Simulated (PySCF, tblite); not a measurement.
# C7H11 radical: geometry, infrared bands and EPR parameters

Wanted: the infrared bands and EPR parameters of C7H11 radical (`CC1=CCCC[CH]1`), by calculation.

Programs: tblite 0.8.0 and PySCF 2.14.0, with density-fitted response routines of our own. Each step states its level of theory. These are calculated values for one molecule in the gas phase, unless marked as measured. Atoms count from 0, in the outputs and in this text.

## Step 1: Starting geometry

18 atoms, charge 0, multiplicity 2; geometry from: force field or distance geometry start.

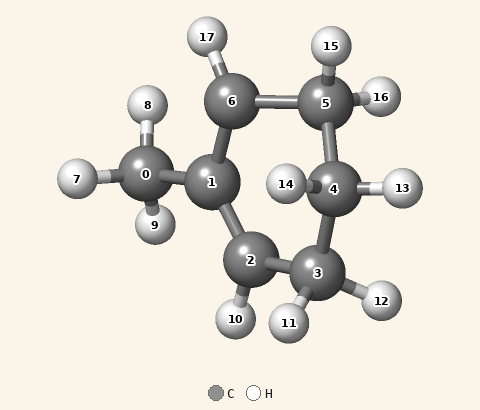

As it starts; carbon grey, hydrogen white, atoms numbered.

## Step 2: Optimising the geometry with GFN2-xTB

What the job is given:

```
{"job": {"kind": "relax", "xc": "GFN2-xTB", "basis": "xTB"}, "charge": 0, "multiplicity": 2}
C      2.469500     0.378600    -0.093500
C      0.979400     0.195800    -0.152400
C      0.174600     1.207500    -0.394900
C     -1.303500     1.101300    -0.471100
C     -1.829000    -0.288600    -0.189500
C     -0.866200    -1.376100    -0.633600
C      0.423600    -1.151400     0.092300
H      2.709100     0.475900     1.005100
H      3.006400    -0.530600    -0.418600
H      2.816300     1.238100    -0.656700
H      0.610100     2.203600    -0.574300
H     -1.736800     1.748100     0.322300
H     -1.680500     1.470100    -1.439100
H     -2.773200    -0.482300    -0.710500
H     -2.026400    -0.440000     0.894700
H     -1.296300    -2.334400    -0.270400
H     -0.812800    -1.428100    -1.712000
H      1.126800    -1.981200     0.125800
```

Launch:

```
$ OMP_NUM_THREADS=1 python probes_run.py task.json out
```

This one command runs all jobs of the session in turn.

The log of the run:

```text
step      E/eV     max force
  0    -558.18779    3.521
  1    -558.47283    1.825
  2    -558.56519    1.345
  3    -558.65219    0.609
  4    -558.68950    0.302
  5    -558.69990    0.338
  6    -558.70959    0.359
  7    -558.71661    0.280
  8    -558.72180    0.211
  9    -558.72608    0.195
 10    -558.73019    0.187
 11    -558.73427    0.171
 12    -558.73841    0.180
 13    -558.74260    0.166
 14    -558.74729    0.205
 15    -558.75299    0.210
 16    -558.75911    0.173
 17    -558.76487    0.172
 18    -558.77067    0.173
 19    -558.77741    0.189
 20    -558.78634    0.254
 21    -558.79799    0.274
 22    -558.80970    0.205
 23    -558.81802    0.184
 24    -558.82328    0.152
 25    -558.82818    0.173
 26    -558.83346    0.183
 27    -558.83778    0.143
 28    -558.84038    0.121
 29    -558.84205    0.123
 30    -558.84356    0.085
 31    -558.84557    0.080
 32    -558.84651    0.074
 33    -558.84736    0.061
 34    -558.84805    0.064
 35    -558.84874    0.059
 36    -558.84923    0.054
 37    -558.84961    0.055
 38    -558.84995    0.050
 39    -558.85034    0.046
 40    -558.85072    0.045
 41    -558.85102    0.031
 42    -558.85121    0.030
 43    -558.85134    0.028
 44    -558.85144    0.027
 45    -558.85152    0.024
 46    -558.85160    0.023
 47    -558.85168    0.024
 48    -558.85176    0.018
 49    -558.85181    0.020
 50    -558.85186    0.016
 51    -558.85190    0.019
 52    -558.85196    0.021
 53    -558.85201    0.018
 54    -558.85206    0.017
 55    -558.85210    0.016
 56    -558.85215    0.017
 57    -558.85221    0.018
 58    -558.85226    0.016
 59    -558.85232    0.015
 60    -558.85237    0.019
 61    -558.85242    0.016
 62    -558.85245    0.014
 63    -558.85247    0.009
```

Run time: 0.37 s. Hardware: 1 thread of Arm Neoverse V1, shared host.

Relaxation path: (not every step is listed)

```csv
step,energy from step 0 (eV),largest force (eV/Å)
0,0.0000,3.5215
1,-0.2850,1.8248
2,-0.3774,1.3451
3,-0.4644,0.6087
4,-0.5017,0.3023
5,-0.5121,0.3380
6,-0.5218,0.3589
7,-0.5288,0.2801
8,-0.5340,0.2108
13,-0.5548,0.1656
18,-0.5829,0.1731
23,-0.6302,0.1838
28,-0.6526,0.1208
33,-0.6596,0.0609
38,-0.6622,0.0498
43,-0.6636,0.0276
48,-0.6640,0.0182
53,-0.6642,0.0184
58,-0.6645,0.0156
59,-0.6645,0.0154
60,-0.6646,0.0193
61,-0.6646,0.0158
62,-0.6647,0.0136
63,-0.6647,0.0088
```

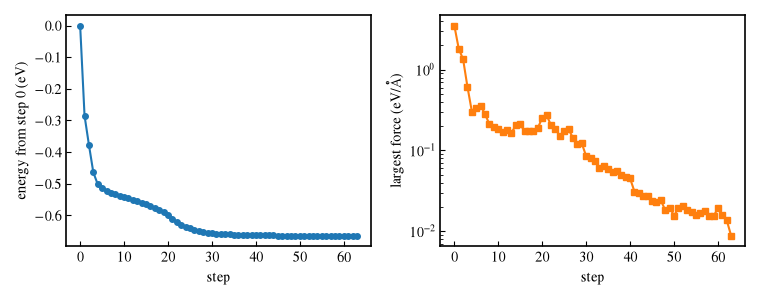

Energy and force, step by step.

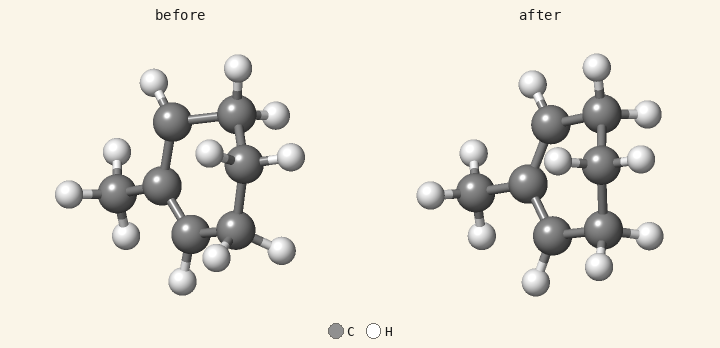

The geometry before (left) and after (right).

Close pairs (by a distance rule), those that changed most:

```csv
bond,before (Å),after (Å),change (Å)
C1–C6,1.478,1.379,-0.099
C1–C2,1.315,1.380,+0.065
C0–H7,1.129,1.090,-0.039
C2–H10,1.102,1.079,-0.023
C4–H14,1.112,1.093,-0.020
C5–H15,1.111,1.093,-0.018
C3–H11,1.112,1.093,-0.018
C0–H8,1.105,1.087,-0.018
```

The next job starts from the end point, and lists it.

## Step 3: Vibrational analysis with GFN2-xTB

What the job is given:

```
{"job": {"kind": "ir", "xc": "GFN2-xTB", "basis": "xTB"}, "charge": 0, "multiplicity": 2}
C      2.457088     0.356504     0.050868
C      0.994474     0.141102    -0.230279
C      0.156585     1.232715    -0.338796
C     -1.304999     1.076352    -0.582166
C     -1.798244    -0.267397    -0.049129
C     -0.943457    -1.396141    -0.622046
C      0.502429    -1.139810    -0.368520
H      2.616634     0.494426     1.120267
H      3.043886    -0.499574    -0.272426
H      2.821319     1.245337    -0.459129
H      0.554969     2.232787    -0.268643
H     -1.855529     1.897340    -0.115381
H     -1.506221     1.131970    -1.660912
H     -2.848411    -0.418002    -0.306666
H     -1.709428    -0.272284     1.039762
H     -1.238911    -2.355458    -0.189670
H     -1.118618    -1.465877    -1.704350
H      1.167674    -1.987674    -0.319201
```

The log of the run:

```text
mode    cm-1     km/mol
  1     -28.6      0.45
  2     161.5      1.08
  3     175.8      1.21
  4     292.5      2.16
  5     335.9      0.85
  6     428.7      0.24
  7     472.3      0.76
  8     501.4      0.32
  9     616.3     12.34
 10     659.5      6.48
 11     688.8      0.00
 12     839.4      2.60
 13     862.7      0.37
 14     929.2      4.60
 15     961.3      1.03
 16     981.9      1.37
 17    1028.8      6.05
 18    1031.9      4.46
 19    1051.7      2.84
 20    1110.2      7.42
 21    1135.6      4.56
 22    1137.9     12.09
 23    1185.7      2.78
 24    1196.3     11.41
 25    1225.2      0.04
 26    1279.2      4.60
 27    1318.4      0.27
 28    1335.0      0.19
 29    1343.3      0.13
 30    1405.5      2.74
 31    1435.1      3.03
 32    1468.6      1.58
 33    1473.2      0.14
 34    1487.5      3.19
 35    1490.3      1.36
 36    1495.5      3.46
 37    1517.8      0.07
 38    2875.3      9.21
 39    2879.5     66.87
 40    2959.7     36.52
 41    2962.0     55.33
 42    2971.0     67.62
 43    2983.5     70.10
 44    3001.9     35.36
 45    3034.5     25.13
 46    3041.3     26.25
 47    3085.3     61.56
 48    3089.4     30.51
```

Wall time 0.54 s (1 thread of Arm Neoverse V1, shared host).

Which atoms move in the most intense modes:

```csv
cm⁻¹,km/mol,atoms
2880,66.9,"H16 69 %, H12 21 %"
2960,36.5,H11 86 %
2962,55.3,H15 87 %
2971,67.6,"H14 49 %, H13 40 %"
2984,70.1,"H13 48 %, H14 43 %"
3002,35.4,H7 90 %
3085,61.6,"H17 60 %, H10 32 %"
3089,30.5,"H10 60 %, H17 32 %"
```

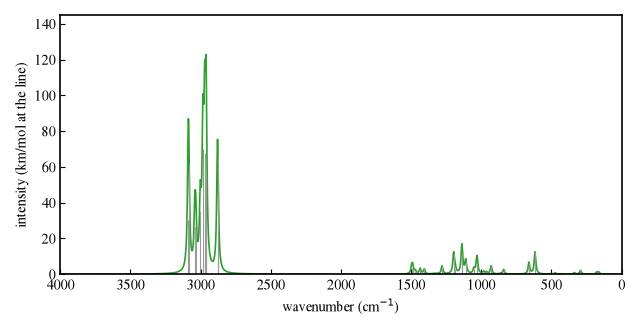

The infrared spectrum from these modes, unscaled. Lines are broadened to a width of 14 cm⁻¹ (Lorentzian).

## Step 4: EPR parameters: B3LYP/pcH-1

Same as in step 3 but for these lines:

```diff
@@ -1,2 +1,2 @@
-{"job": {"kind": "ir", "xc": "GFN2-xTB", "basis": "xTB"}, "charge": 0, "multiplicity": 2}
+{"job": {"kind": "epr", "basis": "pcH-1"}, "charge": 0, "multiplicity": 2}
 C      2.457088     0.356504     0.050868
```

Level: UKS B3LYP, pcH-1 on C H, non-relativistic, mean-field spin-orbit, GIAO.

The log of the run:

```text
UKS, coarse grid
  cycle   1  E = -273.28265476  |g| = 3.39e-01
  cycle   2  E = -273.26090094  |g| = 4.04e-01
  cycle   3  E = -273.34778456  |g| = 3.54e-02
  cycle   4  E = -273.34838742  |g| = 2.02e-02
  cycle   5  E = -273.34861321  |g| = 6.84e-03
  cycle   6  E = -273.34865784  |g| = 2.58e-03
  cycle   7  E = -273.34866703  |g| = 1.84e-03
  cycle   8  E = -273.34866917  |g| = 2.71e-04
UKS, final grid
  cycle   1  E = -273.34865679  |g| = 3.30e-04
  cycle   2  E = -273.34865672  |g| = 4.94e-04
  cycle   3  E = -273.34865684  |g| = 4.32e-05
  cycle   4  E = -273.34865684  |g| = 2.15e-05
E = -273.34865684 Eh   <S^2> = 0.7754 (exact 0.7500)
g shifts (ppm)      1          2          3
  rmc          -140       -140       -140
  gc             -4         31         23
  oz_so          37        520        712
  total        -107        411        596
hyperfine (MHz)  atom isotope    a_iso     a_fc   dipolar eigenvalues
    0   13C       5.25       5.25     -0.99      0.00      0.99
    1   13C     -47.10     -47.10    -28.28     11.61     16.67
    2   13C      55.91      55.91    -51.90    -50.02    101.92
    3   13C     -20.42     -20.42     -1.16      0.40      0.77
    4   13C       5.71       5.71     -2.64     -0.63      3.27
    5   13C     -19.87     -19.87     -1.11      0.37      0.74
    6   13C      54.61      54.61    -50.59    -48.71     99.30
    7    1H     -20.17     -20.17     -2.27     -0.49      2.75
    8    1H      -4.89      -4.89     -2.02     -1.62      3.64
    9    1H      -8.65      -8.65     -2.03     -1.53      3.56
   10    1H     -41.54     -41.54    -25.11     -0.10     25.20
   11    1H      23.56      23.56     -3.26     -2.53      5.78
   12    1H      84.32      84.32     -3.25     -2.37      5.62
   13    1H      -3.07      -3.07     -2.18     -0.99      3.17
   14    1H      -2.71      -2.71     -2.60     -0.99      3.59
   15    1H      21.84      21.84     -3.19     -2.48      5.67
   16    1H      81.34      81.34     -3.15     -2.34      5.49
   17    1H     -40.66     -40.66    -24.50     -0.09     24.59
```

Run time: 78 s. Hardware: 1 thread of Arm Neoverse V1, shared host; peak memory 0.97 GiB.

Principal g values 2.00221, 2.00273, 2.00292; g(iso) = 2.00262, against 2.00232 for a free electron.

Hyperfine couplings; where a row names several nuclei, a(iso) is their mean (it holds for fast rotation or exchange) and the dipolar term the largest among them:

```csv
nuclei,isotope,a(iso) (MHz),"a(iso) (G, at g = 2.0023)",largest dipolar term (MHz)
"C2, C6",13C,55.3,19.7,101.9
"H11, H12, H15, H16",1H,52.8,18.8,5.8
C1,13C,-47.1,-16.8,-28.3
"H10, H17",1H,-41.1,-14.7,25.2
"C3, C5",13C,-20.1,-7.2,-1.2
"H7, H8, H9",1H,-11.2,-4.0,3.6
C4,13C,5.7,2.0,3.3
C0,13C,5.2,1.9,-1.0
"H13, H14",1H,-2.9,-1.0,3.6
```

Mulliken spin populations:

C0 0.02; C1 -0.26; C2 0.67; C3 -0.05; C4 0.02; C5 -0.05; C6 0.65; H7 -0.01; H8 0.00; H9 0.00; H10 -0.03; H11 0.01; H12 0.03; H13 0.00; H14 0.00; H15 0.01; H16 0.03; H17 -0.03

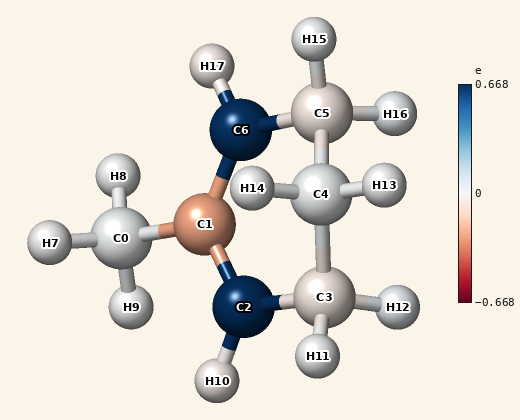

Mulliken spin populations, as colours on the atoms.

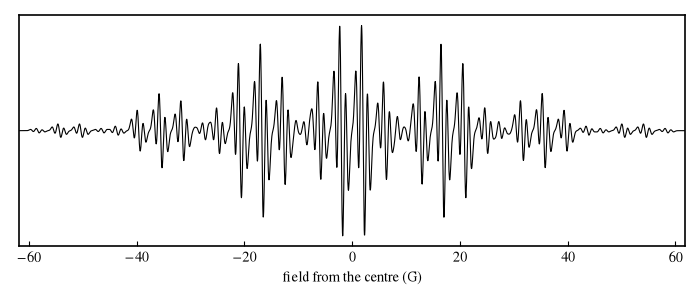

First-order isotropic spectrum (first derivative, main isotopes with spin only, couplings over 0.8 MHz, Gaussian width 0.3 G; couplings of the frozen geometry, rotation of groups not averaged beyond the rows shown).

Orbitals, density, ELF and potential are computed afterwards from the orbital file.

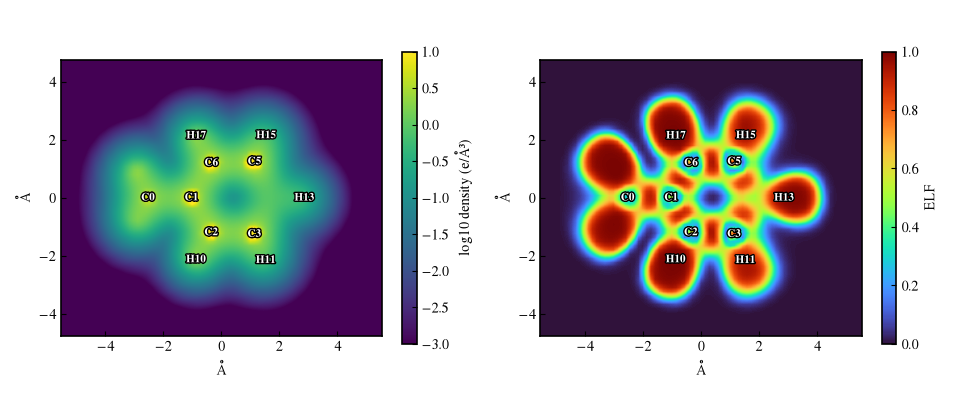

Density (left) and ELF (right) in a plane through or near 11 of the atoms.

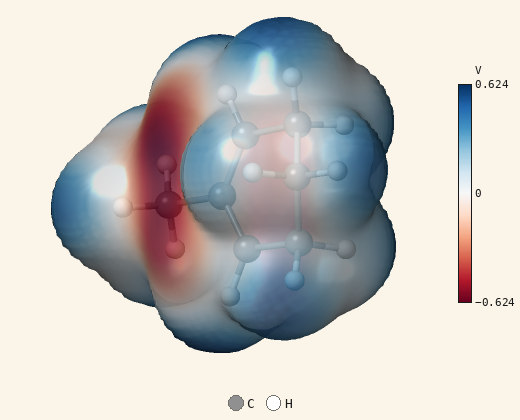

The potential that a unit positive charge feels on the 0.002 e/bohr³ surface, from -0.62 V near C1 to 0.59 V near H10.

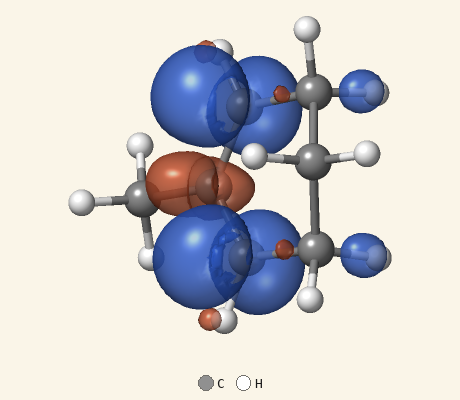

Spin density at ±0.03 e/Å³ (alpha excess blue, beta excess red).

## Step 5: Outcome

| quantity | value |
| --- | --- |
| strongest single infrared mode (GFN2-xTB) | 2984 cm⁻¹, 70 km/mol |
| zero-point energy (GFN2-xTB) | 98.6 kcal/mol |
| g(iso) (B3LYP) | 2.00262 |
| ⟨S²⟩ | 0.775 (exact 0.75) |
| largest a(iso) (averaged by class) | 13C on C2, C6, 55.3 MHz |
| potential on the surface of density 0.002 e/bohr³, 1st and 99th percentile | -0.62 V and 0.59 V |

In words: Over 63 steps the energy fell by 0.665 eV; of the close pairs, C1–C6 changed most, 1.478 to 1.379 Å. The lowest mode is imaginary (29i cm⁻¹), so the xTB geometry is not a minimum: the zero-point energy counts the real modes alone, and all values at this geometry belong to a saddle point. The strongest single mode, at 2984 cm⁻¹, moves mainly H13 and H14. GFN2-xTB is a fitted tight-binding method: band positions and strengths are rough. Its intensities can rank the bands wrongly. The largest spin populations lie on C2 (0.67 e), C6 (0.65 e). The isotropic g lies 0.3 ppt above the free-electron value. The conformer search found further structures of the same energy, which may be mirror or relabelled copies of this one.
